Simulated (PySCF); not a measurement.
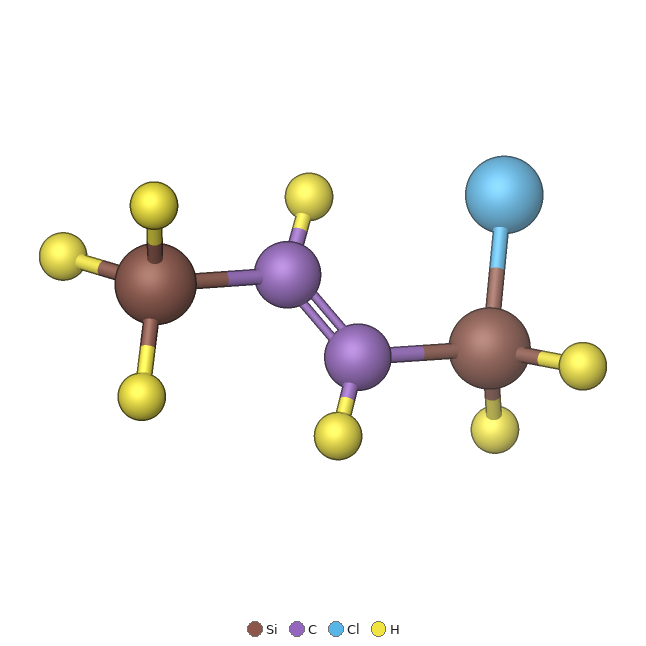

Ball-and-stick drawing of a structure. Double and triple bonds are drawn as two and three sticks.

The computed structure is the end point of a PBE0-D3(BJ)/def2-SVP optimisation. No frequency run is at hand to confirm it as a minimum.

Question: What is the molecular formula?

Answer: C₂H₇ClSi₂, 12 atoms: 2 carbon, 7 hydrogen, 1 chlorine and 2 silicon.

Question: Name some functional groups or characteristic bonds that it holds.

Answer: Among them: alkene, Si–H bond.

Question: Does it have rings?

Answer: It has no ring.

Question: Count the bonded pairs by element.

Answer: 5 Si–H, 2 C–Si, 2 C–H, 1 C–C, 1 Cl–Si.

Question: What is its SMILES?

Answer: [SiH3]/C=C/[SiH2]Cl

The parts below concern this one geometry. Atoms keep their numbers from picture to picture.

**Shape**

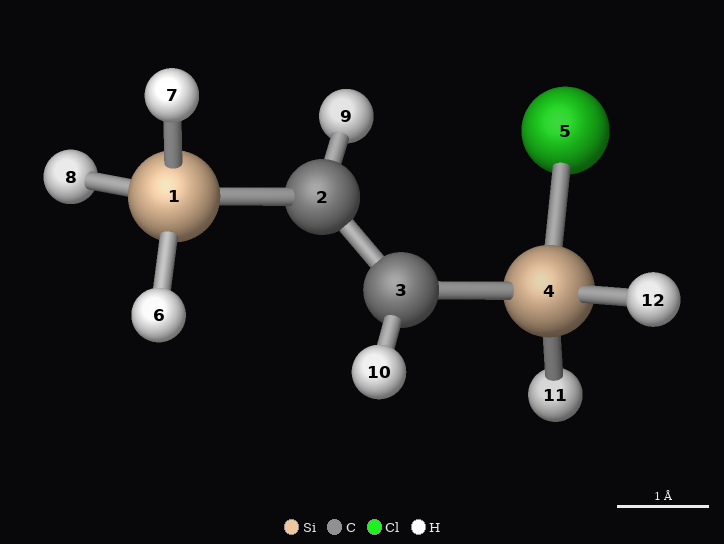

Atoms carry their numbers in the input. No frequency run is at hand to confirm it as a minimum.

Give the bond lengths.

| bond | length (Å) | order |
| --- | --- | --- |
| Si1–C2 | 1.875 | single |
| Si1–H6 | 1.494 | single |
| Si1–H7 | 1.495 | single |
| Si1–H8 | 1.495 | single |
| C2–C3 | 1.344 | double |
| C2–H9 | 1.100 | single |
| C3–Si4 | 1.866 | single |
| C3–H10 | 1.101 | single |
| Si4–Cl5 | 2.074 | single |
| Si4–H11 | 1.491 | single |
| Si4–H12 | 1.491 | single |

**Polarisability**

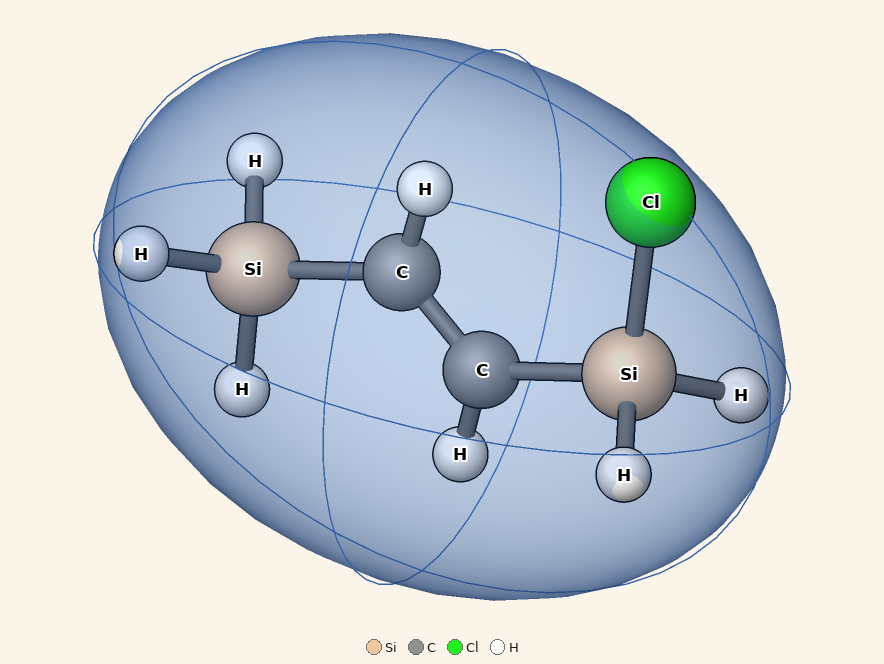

The ellipsoid shows the static dipole polarisability: its half-axes are proportional to the principal values. No frequency run is at hand to confirm it as a minimum. Computed with CAM-B3LYP/def2-SVPD (PySCF 2.14.0).

Question: How large and how anisotropic is the polarisability?

Answer: Principal values 73.4, 89.8, 119.5 bohr³; mean 94.3 bohr³ (13.97 Å³); anisotropy 40.5 bohr³, so the longest axis is 1.63 times the shortest.

**Core levels**

No frequency run is at hand to confirm it as a minimum. Level of theory: delta-SCF UKS SCAN, pcX-2 on the ionised atom, pcseg-1 elsewhere, spin-free X2C (PySCF 2.14.0).

Give the core-electron binding energies (to vacuum; p and d levels without spin–orbit splitting) of Si1 1s, Si1 2p, C2 1s, C3 1s, Si4 1s, Si4 2p, Cl5 1s, Cl5 2p.

```
atom  level  binding energy (eV)
 Si1     1s               1846.6
 Si1     2p                107.0
  C2     1s                290.4
  C3     1s                290.4
 Si4     1s               1847.6
 Si4     2p                107.9
 Cl5     1s               2828.6
 Cl5     2p                206.5
```

**Excitation**

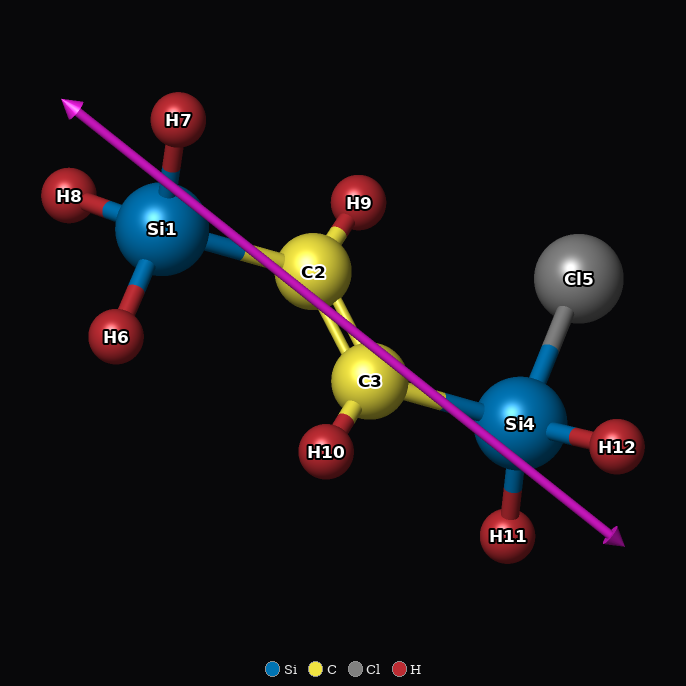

The double arrow shows the direction of the transition dipole to excited singlet state 2 (its length means nothing). No frequency run is at hand to confirm it as a minimum. Level of theory: TDDFT CAM-B3LYP/def2-SVPD, vertical, gas phase, core orbitals frozen in the response (PySCF 2.14.0).

Question: Give its energy, strength and character.

Answer: 6.70 eV (185 nm), oscillator strength 0.59, mainly HOMO → LUMO (weight 0.96); transition dipole 4.82 D.
